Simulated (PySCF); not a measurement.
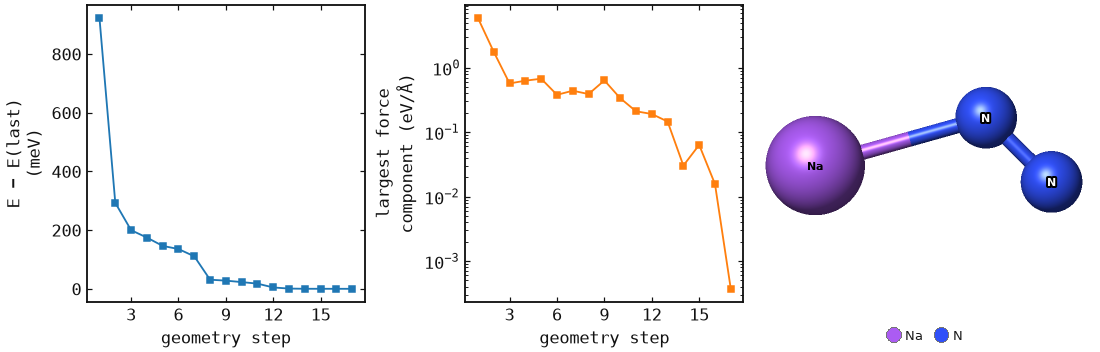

Beside the plot: the molecule at the start.

History of a geometry optimisation. The start has point group Cs, which is kept, and the end C∞v. A held symmetry can leave a saddle point.

The run: NaN2 molecule, multiplicity 4, by PySCF, UKS-based PBE0, Na def2-TZVP, N def2-TZVP; non-relativistic Hamiltonian; density fitting.

**How did it end, and what did it gain?**

The optimisation met its thresholds at geometry 17, counting the start as the first. The energy fell by about 920 meV from the first step to the last. The largest force component goes from about 5.9 eV/Å at the start to 4 × 10⁻⁴ eV/Å at the end.
